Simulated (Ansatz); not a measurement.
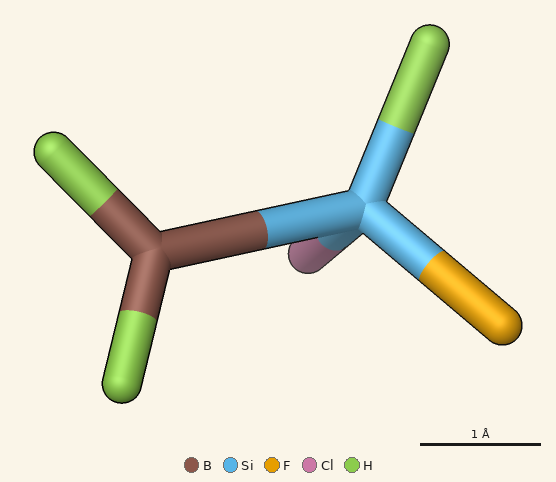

The picture shows a molecular structure as a stick model. Every bond is drawn as one stick, whatever its order.

The geometry was computed by an optimisation with PBE0-D4/def2-TZVP. No frequency run is at hand to confirm it as a minimum.

> Which formula does it have?

BClFH₃Si, 7 atoms: 1 boron, 1 chlorine, 1 fluorine, 3 hydrogen and 1 silicon.

> How many atoms are distinct by symmetry?

7: 1 B, 1 Si, 1 F, 1 Cl, 1 H, 1 H, 1 H.

> Count the bonded pairs by element.

2 B–H, 1 B–Si, 1 F–Si, 1 Si–H, 1 Cl–Si. Sticks follow a distance rule.

> Which point group does it belong to?

C1.

The parts below concern this one geometry. Atoms keep their numbers from picture to picture.

**Geometry**

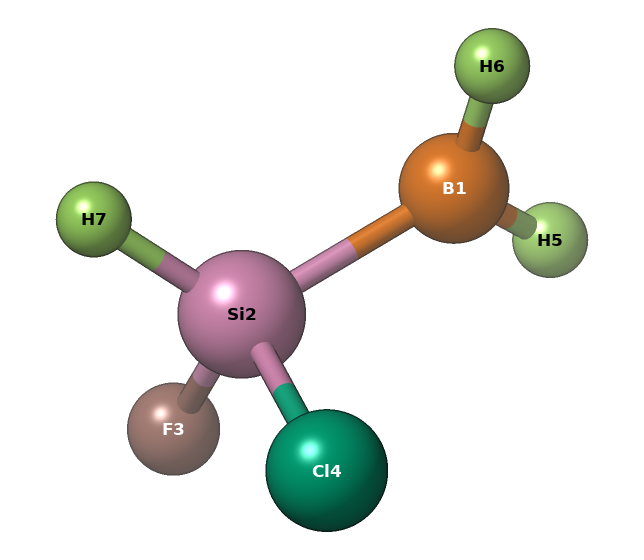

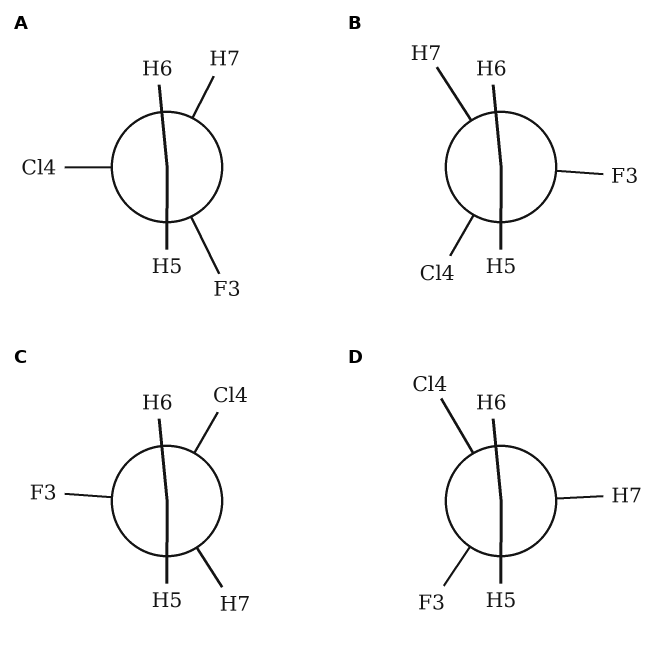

Atoms fade into the background with distance from the viewer. Bonds that would overlap in a projection are set slightly apart. No frequency run is at hand to confirm it as a minimum.

> Which Newman projection shows the view along B1–Si2, with B1 in front?

A. The torsion angle H5–B1–Si2–Cl4 is 90°, about perpendicular.

**Electronic properties**

No frequency run is at hand to confirm it as a minimum. Properties computed with RKS PBE0-D4/def2-TZVPP (Ansatz 0.2.0).

Predict the main results.

- HOMO energy (Kohn–Sham orbital): −8.51 eV
- LUMO energy (Kohn–Sham orbital): −2.90 eV
- HOMO–LUMO gap: 5.61 eV
- dispersion correction: −11.9 kJ/mol

**Dipole moment**

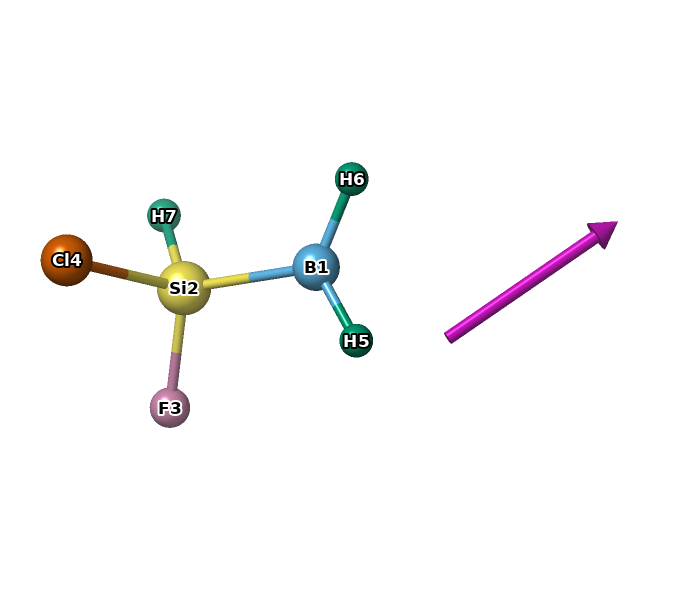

The arrow beside the molecule shows the direction of the dipole moment, from the negative to the positive end (its length means nothing). No frequency run is at hand to confirm it as a minimum. Level of theory: RKS PBE0-D4/def2-TZVP (Ansatz 0.2.0).

> How large is the dipole moment?

1.68 D; it points from the side of Cl4 to the side of H6 (the outermost atoms at the two ends).

**Charges**

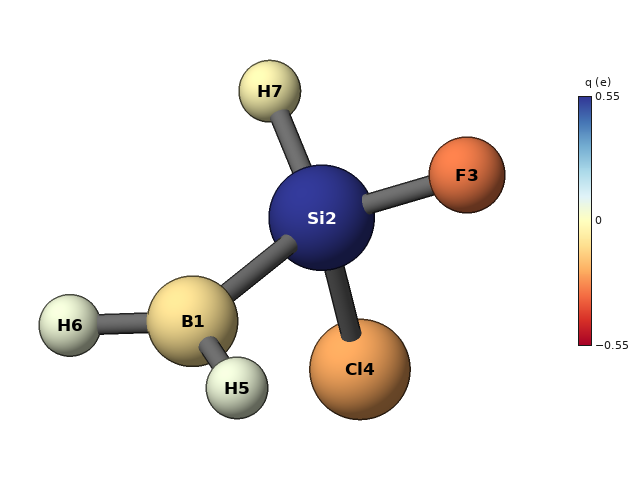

Atoms are coloured by their Mulliken charges. No frequency run is at hand to confirm it as a minimum. Properties computed with RKS PBE0-D4/def2-TZVP (Ansatz 0.2.0).

List the Mulliken charges.

| atom | value (e) |
| --- | --- |
| B1 | −0.10 |
| Si2 | 0.54 |
| F3 | −0.30 |
| Cl4 | −0.22 |
| H5 | 0.05 |
| H6 | 0.05 |
| H7 | −0.03 |

Mulliken values depend strongly on the basis set and can even reverse the polarity of a bond.
